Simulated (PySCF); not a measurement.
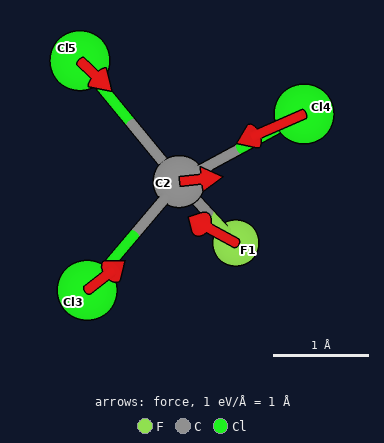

Starting geometry of CCl$_{3}$F with the computed forces as red arrows. A ball-and-stick model, seen at a tilt.

The start comes from GFN2-xTB. Its atoms were then displaced at random by about 0.01 Å.

Method: PBE0-D3(BJ)/def2-TZVP geometry optimisation, gas phase in PySCF. 

**Is this structure relaxed? If not, where do the atoms go?**

It isn't relaxed: the largest force vector, on Cl4, is 0.91 eV/Å. The atoms end up moving mostly along the starting forces (cosine between the two patterns 0.88). Over 3 geometry steps the energy falls by 0.041 eV. The largest move after the best rigid fit is that of Cl4, 0.036 Å. Largest moves by element: Cl 0.036 Å, F 0.025 Å, C 0.012 Å. Among the contacts that change: C2–Cl4 1.805 → 1.760 Å, C2–Cl3 1.778 → 1.760 Å, F1–C2 1.347 → 1.333 Å, C2–Cl5 1.773 → 1.760 Å.
